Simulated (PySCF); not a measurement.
```xyz
13

C     3.0397   -0.1826   -0.4821
C     1.8563   -0.0660   -0.3019
C     0.4803    0.0615   -0.0922
C    -0.2806    1.1823   -0.1717
Cl    0.2642    2.7595   -0.5592
C    -1.6590    0.8671    0.1186
C    -1.7589   -0.4444    0.3784
C    -0.4170   -1.0876    0.2711
H     4.0718   -0.2778   -0.6403
H    -2.4460    1.5977    0.1164
H    -2.6492   -0.9905    0.6300
H    -0.1093   -1.5530    1.2100
H    -0.3967   -1.8657   -0.4949
```

Geometry: GFN2-xTB.

Theory: PySCF, PBE0/def2-SVPD, SCF density, gas phase.

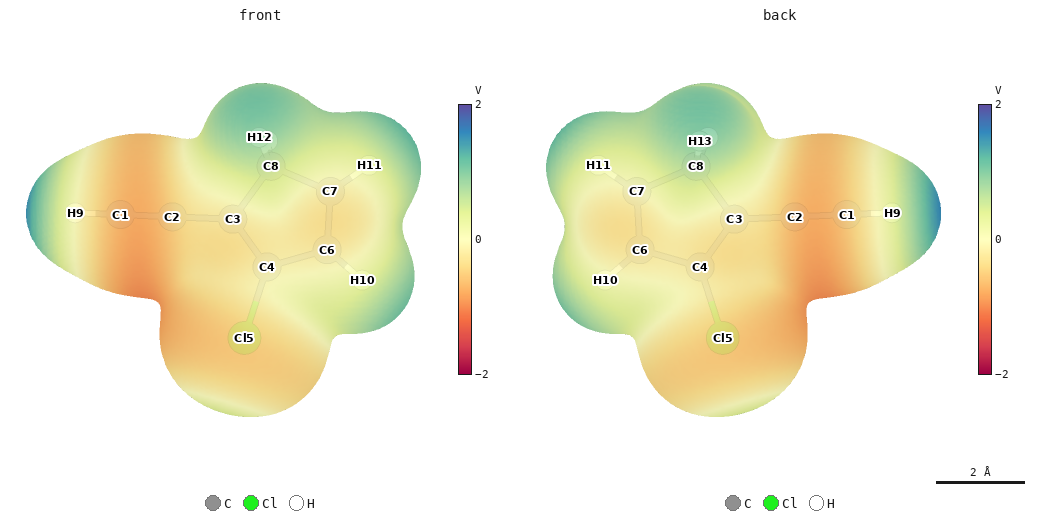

C₇H₅Cl (SMILES C#CC1=C(Cl)C=CC1). The molecular electrostatic potential painted on the density surface at 0.002 e/bohr³, seen from the front and from behind; the colour scale runs from red (negative) to blue (positive).

Describe the electrostatic potential map.

Answer. The most negative region (about −1.0 V, or −23 kcal/mol for a unit charge) lies over C1 and C2, the most positive (about +1.5 V, or +35 kcal/mol for a unit charge) over H9. Cl5 shows a σ-hole: about +0.5 V, or +12 kcal/mol for a unit charge at the tip opposite its bond, against about −0.6 V, or −14 kcal/mol for a unit charge on its flanks.
